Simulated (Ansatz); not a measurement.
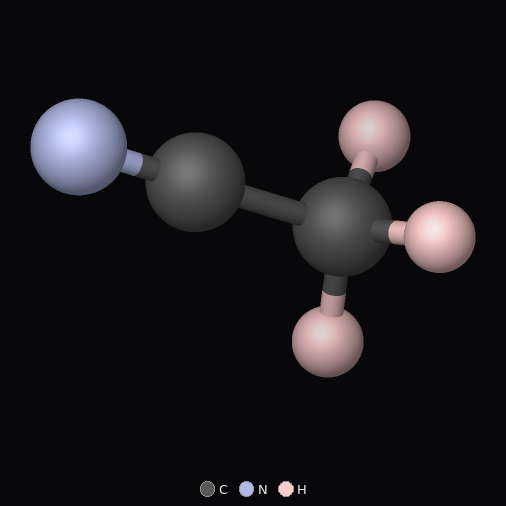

Ball-and-stick drawing of a structure. Every bond is drawn as one stick, whatever its order.

The geometry was computed by an optimisation with PBE0-D4/def2-TZVP. No frequency run is at hand to confirm it as a minimum.

What is the molecular formula?

Answer. C₂H₃N, 6 atoms: 2 carbon, 3 hydrogen and 1 nitrogen.

What is the point group of this geometry?

Answer. C3v.

How many atoms are distinct by symmetry?

Answer. 4: 1 C, 1 C, 1 N, 3 H.

How many bonds of each kind are drawn?

Answer. 3 C–H, 1 C–C, 1 C–N. Sticks follow a distance rule.

The parts below concern this one geometry. Atoms keep their numbers from picture to picture.

## Dipole moment

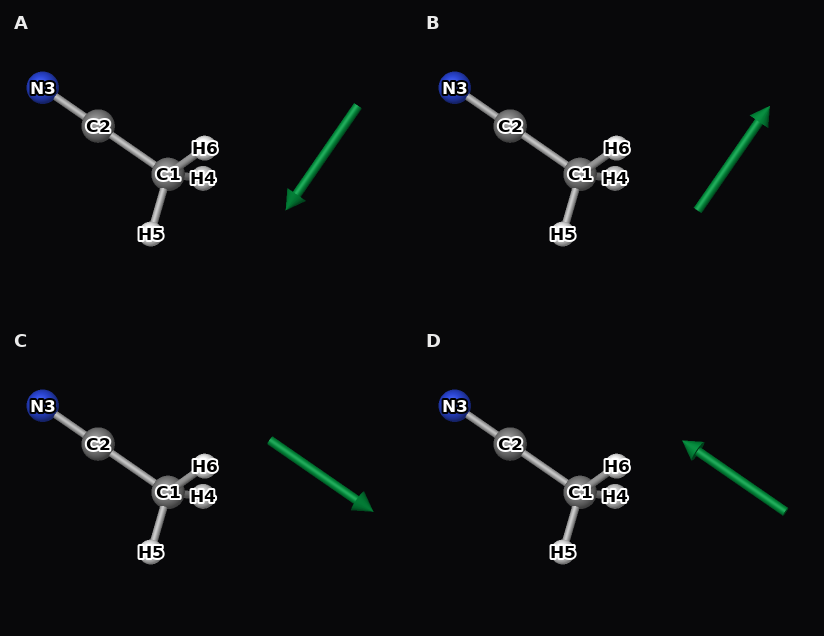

The same molecule four times, each with an arrow. No frequency run is at hand to confirm it as a minimum. Properties computed with RKS PBE0-D4/def2-TZVP (Ansatz 0.2.0).

Which arrow points along the dipole moment, from the negative to the positive end?

Answer. C. The dipole moment is 4.02 D; it points from the side of N3 to the side of H4, H5, H6 (the outermost atoms at the two ends).

## Charges

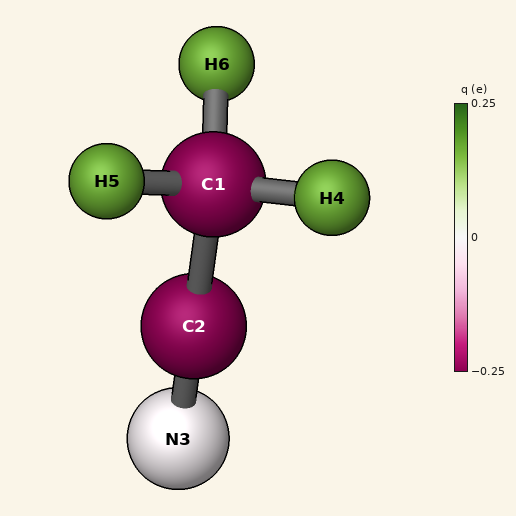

Atoms are coloured by their Mulliken charges. No frequency run is at hand to confirm it as a minimum. Level of theory: RKS PBE0-D4/def2-TZVP (Ansatz 0.2.0).

Which atom carries the highest charge (most positive or least negative)?

Answer. H4, H5, H6 (0.17 e).

And the lowest?

Answer. C1 (−0.25 e).

List the Mulliken charges.

| atom | value (e) |
| --- | --- |
| C1 | −0.25 |
| C2 | −0.24 |
| N3 | −0.01 |
| H4 | 0.17 |
| H5 | 0.17 |
| H6 | 0.17 |

## Electronic properties

No frequency run is at hand to confirm it as a minimum. Level of theory: RKS PBE0-D4/def2-TZVPP (Ansatz 0.2.0).

Estimate the HOMO–LUMO gap.

Answer. 10.34 eV.

Give the HOMO energy (Kohn–Sham orbital) at this level.

Answer. −9.47 eV.

Mulliken values depend strongly on the basis set and can even reverse the polarity of a bond.
